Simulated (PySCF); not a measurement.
## Electronic structure of C₇H₁₅BSi (SMILES B[C@](C)(C#CC)[SiH2]CC) in real space

Input file:

```
{"job": {"kind": "nmr", "xc": "PBE0", "basis": "pcSseg-1"}, "charge": 0, "multiplicity": 1}
B      0.023553     1.645819    -1.571509
C      0.424719     1.281245    -0.124472
C      0.752068     2.440407     0.821758
C      1.425054     0.245078     0.007701
C      2.284360    -0.583732     0.133115
C      3.325003    -1.583533     0.264596
Si    -1.228781     0.456339     0.504201
C     -1.693925    -1.082110    -0.504383
C     -2.842230    -1.860221     0.127332
H     -0.462489     2.688682    -1.790905
H      0.165569     0.873537    -2.440015
H     -0.020106     3.204205     0.772307
H      0.838069     2.098612     1.852399
H      1.701569     2.893610     0.538841
H      3.193662    -2.148829     1.187995
H      3.290542    -2.273385    -0.579045
H      4.303962    -1.103479     0.283748
H     -2.328389     1.434218     0.485540
H     -0.963329     0.086821     1.903425
H     -0.827592    -1.738354    -0.602773
H     -1.975937    -0.790695    -1.517724
H     -2.564200    -2.214981     1.116318
H     -3.112465    -2.721360    -0.481238
H     -3.720423    -1.228129     0.232802
```

Run with:

```sh
OMP_NUM_THREADS=1 python probes_run.py task.json out
```

Geometry: GFN2-xTB.

Theory: PBE0/pcSseg-1, SCF density, gas phase, non-relativistic (PySCF).

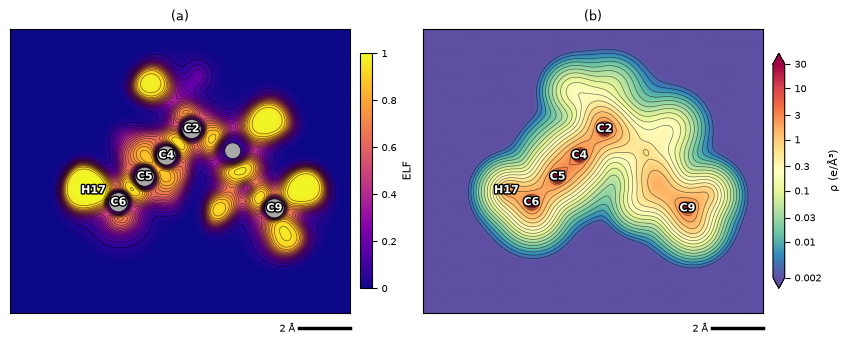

Figure 1. (a) electron localisation function; (b) electron density on the plane of atoms C5, C6 and H17. Grey discs cover the atomic cores in the ELF map.

> What does the map show?

Atoms in the plane: C and H.
C–C (1.20 Å): the density is about 2.7 e/Å³ at the midpoint; the ELF peaks at about 0.80 between the atoms; a short, multiple covalent bond.
C–H (1.09 Å): the density is about 2 e/Å³ at the midpoint; the ELF climbs to about 1 towards the hydrogen, as it does in any bond to H (an ordinary covalent bond to hydrogen).

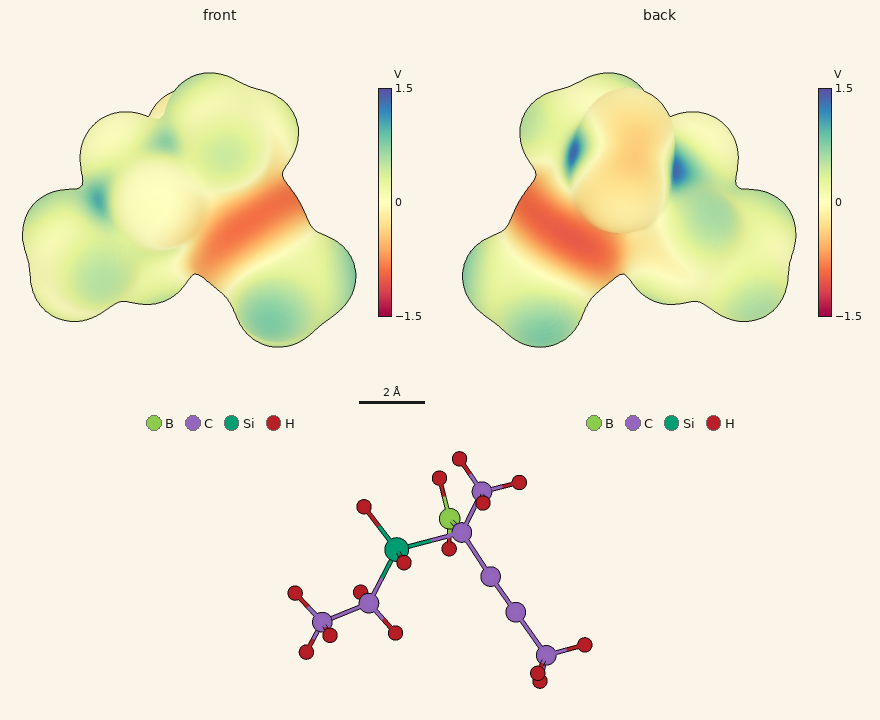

Figure 2. The molecular electrostatic potential painted on the density surface at 0.002 e/bohr³, seen from the front and from behind; red is negative and blue positive. The bare structure is drawn below in the same view.

> Which sites attract a positive test charge, and which a negative one?

A positive charge is drawn to the negative regions and a negative charge to the positive ones. The most negative region (about −1.0 V) lies over C4 and C5, the most positive (about +1.2 V) over B1 and Si7.
